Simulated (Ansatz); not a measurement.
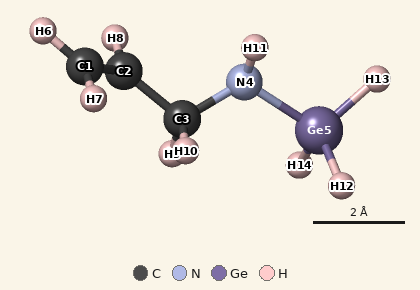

The input geometry (ball-and-stick view, seen at a tilt; atoms are numbered from 1 in the order of the input). Sticks mark near contacts. Bond lengths as drawn: C–C 1.48 to 1.67 Å, C–H 1.21 to 1.23 Å, C–N 1.63 Å, Ge–H 1.72 to 1.73 Å, Ge–N 2.06 Å and H–N 1.13 Å.

# Single-point calculation, with input and output: C3H9GeN

System: C3H9GeN.
Method: RHF/cc-pVTZ-PP (Ansatz 0.2.0).

The geometry comes from this level: PBE0-D4/def2-TZVP.

## Input file
```yaml
crystal:
  periodic: [false, false, false]
  atoms:
    - {symbol: C, position_ang: [0.022887, 0.668418, -2.944172]}
    - {symbol: C, position_ang: [-0.646265, 0.104389, -1.745370]}
    - {symbol: C, position_ang: [-0.253613, 0.506992, -0.170086]}
    - {symbol: N, position_ang: [0.146083, -0.823025, 0.679149]}
    - {symbol: Ge, position_ang: [0.289918, -0.677011, 2.728923]}
    - {symbol: H, position_ang: [-0.296801, 0.340288, -4.068256]}
    - {symbol: H, position_ang: [0.915099, 1.488901, -2.841090]}
    - {symbol: H, position_ang: [-1.526279, -0.728951, -1.868035]}
    - {symbol: H, position_ang: [-1.236925, 1.012111, 0.368432]}
    - {symbol: H, position_ang: [0.623434, 1.374379, -0.181055]}
    - {symbol: H, position_ang: [1.020053, -1.361660, 0.200761]}
    - {symbol: H, position_ang: [1.427496, 0.523196, 3.251715]}
    - {symbol: H, position_ang: [0.771710, -2.220889, 3.312799]}
    - {symbol: H, position_ang: [-1.271133, -0.239729, 3.308652]}
basis:
  gaussian: {orbitals: cc-pVTZ-PP}
hamiltonian: {xc: {name: HF}}
output: {forces: true}
```

Run on 4 threads of Intel Xeon @ 2.50GHz, 31 GiB of memory available, shared host.

Run as:
```bash
ansatz run in.yaml --threads 4 --pin off --events-out ev --progress --plain --max-ram 11315MiB
```

## Log
```
Functional definition: HF
  name "HF"
  cite "Fock, Z. Phys. 61, 126 (1930) doi:10.1007/BF01340294"
  parent pbe
  exchange = exact_x
  correlation = 0
Error: [file] the basis set cc-pVTZ-PP has no functions for C
```

## Outcome

| quantity | value |
| --- | --- |
| outcome | refused by the program |

## What went wrong

This input holds a deliberate fault: basis. The program refused the input: “[file] the basis set cc-pVTZ-PP has no functions for C”
